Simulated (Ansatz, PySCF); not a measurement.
Torsion H5–C1–O2–In3 in CH6InNO (SMILES C[O][InH][NH2]); at each angle all else is relaxed with GFN2-xTB, and the levels are single points there.
Geometry at 60° (charge 0, multiplicity 1):
```
atom    x (Å)    y (Å)    z (Å)
----  -------  -------  -------
C     -1.7322  -0.2012   0.2895
O     -1.0289  -1.1607  -0.4534
In    -1.6271  -3.0087  -0.8103
N     -3.4126  -3.5263   0.0758
H     -1.9087  -0.5282   1.3220
H     -1.1217   0.7075   0.3151
H     -2.6990   0.0495  -0.1677
H     -0.4244  -3.8214  -1.6855
H     -4.0544  -2.7428  -0.0295
H     -3.8660  -4.3348  -0.3370
```
Energies count from the point at 60°.

Rows in 3-21G, STO-3G carry no dispersion term and start afresh at each structure; the Pople sets are all-electron and without relativity.

The values were computed with Ansatz (Gaussian basis) for Hartree–Fock, density functionals and correlated methods; PySCF for 3-21G rows, STO-3G rows. Values without a source in brackets are computed. In def2 rows elements past Kr take small-core potentials, without spin–orbit coupling.

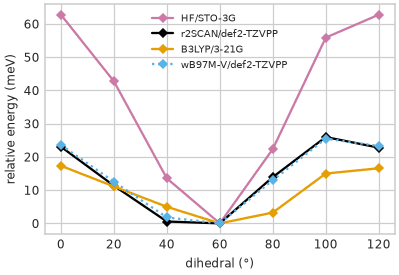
Figure. Relative energy along the coordinate

**Question.** Read off the HF/STO-3G curve at dihedral = 80.

**Answer.** about 22 meV

Ansatz is a program for electronic structure.
